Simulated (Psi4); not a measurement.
# CSF3 (SMILES FC(F)(F)[S]): UMP3/def2-SVPD

Aim: the vertical doublet–quartet gap of CSF3 at UMP3/def2-SVPD, from 2 runs. 

Program for the calculation: Psi4 1.11.

2 further runs of the same task are left out: 2 set aside as unsound or not needed.

**1. Starting point**

CSF3 has 5 atoms, charge 0, and is taken as a doublet. SMILES: `FC(F)(F)[S]`. The coordinates come from a PBE0-D4/def2-TZVP relaxation.

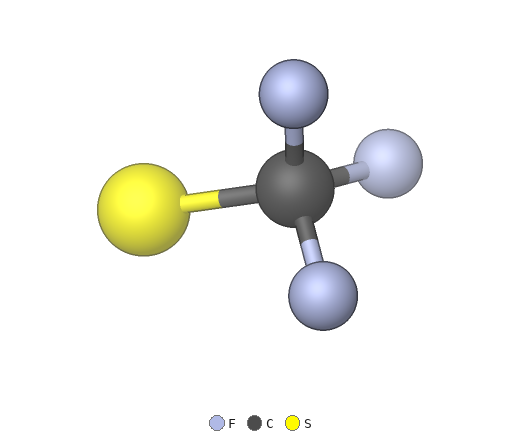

Viewed from a chosen angle; fluorine light blue, carbon dark grey, sulfur yellow.

**2. The energy at UMP3/def2-SVPD**

job.in reads:

```
memory 1600 MB

molecule {
  0 2
  F      0.248000     0.105000     1.332100
  C      0.016900    -0.077100     0.034200
  F     -1.219000    -0.558300    -0.109200
  F      0.877600    -0.998800    -0.391000
  S      0.126400     1.455500    -0.907500
  symmetry c1
  no_reorient
  no_com
}

set {
  basis           def2-SVPD
  reference       uhf
  puream          true
  e_convergence   1e-09
  d_convergence   1e-08
  scf_type        pk
  num_frozen_docc 9
  maxiter         200
}

e_tot, wfn = energy('mp3', return_wfn=True)
```

Run with:

```
$ psi4 -i job.in -o job.out -n 1
```

job.out, cut to the lines that bear on the results:

```text
[...]
  Running in c1 symmetry.
[...]
  Nuclear repulsion =  240.340356560442814
[...]
  Multiplicity = 2
[...]
  Nalpha       = 25
  Nbeta        = 24
[...]
    Number of basis functions: 116
[...]
   @UHF iter   1:  -733.17336131159846   -4.01876e-01   4.83698e-03 ADIIS/DIIS
[...]
   @UHF iter  14:  -733.31195330018897   -1.10276e-11   5.35519e-09 DIIS
[...]
   @S^2 Observed:                7.617569732E-01
[...]
    Orbital Energies [Eh]
    ---------------------
    Alpha Occupied:
       1A    -91.999767     2A    -26.368290     3A    -26.362676
       4A    -26.362652     5A    -11.560366     6A     -9.032769
       7A     -6.733992     8A     -6.716404     9A     -6.712953
      10A     -1.742454    11A     -1.643325    12A     -1.637564
      13A     -1.089491    14A     -0.949702    15A     -0.859017
      16A     -0.855167    17A     -0.798993    18A     -0.742434
      19A     -0.737512    20A     -0.695063    21A     -0.691592
      22A     -0.674703    23A     -0.558774    24A     -0.502968
      25A     -0.438000
    Alpha Virtual:
[...]
  @UHF Final Energy:  -733.31195330018897
   => Energetics <=
    Nuclear Repulsion Energy =            240.3403565604428138
    One-Electron Energy =               -1495.1032593715476651
    Two-Electron Energy =                 521.4509495109158479
    Total Energy =                       -733.3119533001889749
  UHF NO Occupations:
  HONO-2 :   23  A 1.9996895
  HONO-1 :   24  A 1.9946975
[...]
 Multipole Moments:
 ------------------------------------------------------------------------------------
     Multipole            Electronic (a.u.)      Nuclear  (a.u.)        Total (a.u.)
 ------------------------------------------------------------------------------------
 L = 1.  Multiply by 2.5417464519 to convert [e a0] to [Debye]
 Dipole X            :         -2.3723879            2.4248966            0.0525086
 Dipole Y            :        -18.0394765           18.4371129            0.3976365
 Dipole Z            :         12.6670041          -12.9024831           -0.2354790
 Magnitude           :                                                    0.4651046
[...]
	DF-SCS-MP2 Total Energy (a.u.)     :  -734.09967160578515
	DF-SOS-MP2 Total Energy (a.u.)     :  -734.08301041084121
	DF-SCS(N)-MP2 Total Energy (a.u.)  :  -733.71309222058846
[...]
	DF-MP2 Total Energy (a.u.)         :  -734.13299399567290
[...]
	DF-MP3 Total Energy (a.u.)         :  -734.14493185198808
[...]
```

Run time: 12 s. Hardware: 1 thread of Intel Xeon Platinum 8488C (Sapphire Rapids), shared host; peak memory 0.52 GiB.

**3. The quartet, same level**

cf3s.xyz reads:

```xyz
5
CF3S
F      0.248000     0.105000     1.332100
C      0.016900    -0.077100     0.034200
F     -1.219000    -0.558300    -0.109200
F      0.877600    -0.998800    -0.391000
S      0.126400     1.455500    -0.907500
```

job.py reads:

```python
import psi4

psi4.set_memory(1600000000)
psi4.set_num_threads(1)
psi4.set_output_file('psi4.out', False)

with open('cf3s.xyz') as f:
    atoms = ''.join(f.readlines()[2:])
geom = psi4.geometry('0 4\n' + atoms + 'symmetry c1')

psi4.set_options({
    'basis': 'def2-SVPD',
    'reference': 'uhf',
    'puream': True,
    'e_convergence': 1e-09,
    'd_convergence': 1e-08,
    'scf_type': 'pk',
    'num_frozen_docc': 9,
    'maxiter': 200,
})

e, wfn = psi4.energy("mp3", return_wfn=True)
print('E =', round(e, 9))
```

Run with:

```
$ python job.py
```

psi4.out, cut to the lines that bear on the results:

```text
[...]
  Running in c1 symmetry.
[...]
  Nuclear repulsion =  240.340356560442814
[...]
  Multiplicity = 4
[...]
  Nalpha       = 26
  Nbeta        = 23
[...]
    Number of basis functions: 116
[...]
   @UHF iter   1:  -732.95623597783458   -1.84750e-01   4.68385e-03 ADIIS/DIIS
[...]
   @UHF iter  18:  -733.12194491547734   -4.32010e-12   2.98636e-09 DIIS
[...]
   @S^2 Observed:                3.758679153E+00
[...]
  @UHF Final Energy:  -733.12194491547734
   => Energetics <=
    Nuclear Repulsion Energy =            240.3403565604428138
    One-Electron Energy =               -1494.6622475755841606
    Two-Electron Energy =                 521.1999460996639755
    Total Energy =                       -733.1219449154773429
  UHF NO Occupations:
  HONO-2 :   24  A 1.0000000
  HONO-1 :   25  A 1.0000000
[...]
 Multipole Moments:
 ------------------------------------------------------------------------------------
     Multipole            Electronic (a.u.)      Nuclear  (a.u.)        Total (a.u.)
 ------------------------------------------------------------------------------------
 L = 1.  Multiply by 2.5417464519 to convert [e a0] to [Debye]
 Dipole X            :         -0.1109968            0.1600216            0.0490247
 Dipole Y            :         -1.5647307            1.9087071            0.3439763
 Dipole Z            :          0.9617587           -1.1641422           -0.2023835
 Magnitude           :                                                    0.4020973
[...]
	DF-SCS-MP2 Total Energy (a.u.)     :  -733.88941860563159
	DF-SOS-MP2 Total Energy (a.u.)     :  -733.87171836597327
	DF-SCS(N)-MP2 Total Energy (a.u.)  :  -733.51992555153640
[...]
	DF-MP2 Total Energy (a.u.)         :  -733.92481908494835
[...]
	DF-MP3 Total Energy (a.u.)         :  -733.93761081012406
[...]
```

Standard output:

```text
Memory set to   1.490 GiB by Python driver.
  Threads set to 1 by Python driver.
E = -733.93761081
```

Run time: 12 s. Hardware: 1 thread of Intel Xeon Platinum 8488C (Sapphire Rapids), shared host; peak memory 0.52 GiB.

**4. Outcome**

Level: UMP3/def2-SVPD, 9 core orbitals frozen.

| quantity | value |
| --- | --- |
| doublet: total energy | -734.14493 Eh |
| doublet: HOMO energy (Hartree–Fock orbitals) (highest over α and β) | -11.27 eV |
| doublet: LUMO energy (Hartree–Fock orbitals) (lowest over α and β) | -0.86 eV |
| doublet: correlation energy (9 core orbitals frozen) | -833.0 mEh |
| doublet: ⟨S²⟩ of the reference determinant | 0.762 |
| quartet: total energy | -733.93761 Eh |
| quartet: HOMO energy (Hartree–Fock orbitals) (highest over α and β) | -5.82 eV |
| quartet: LUMO energy (Hartree–Fock orbitals) (lowest over α and β) | -1.18 eV |
| quartet: correlation energy (9 core orbitals frozen) | -815.7 mEh |
| quartet: ⟨S²⟩ of the reference determinant | 3.759 |
| vertical energy of the quartet above the doublet | 5.641 eV |

At this shape the quartet lies 5.64 eV (544 kJ/mol) above the doublet.
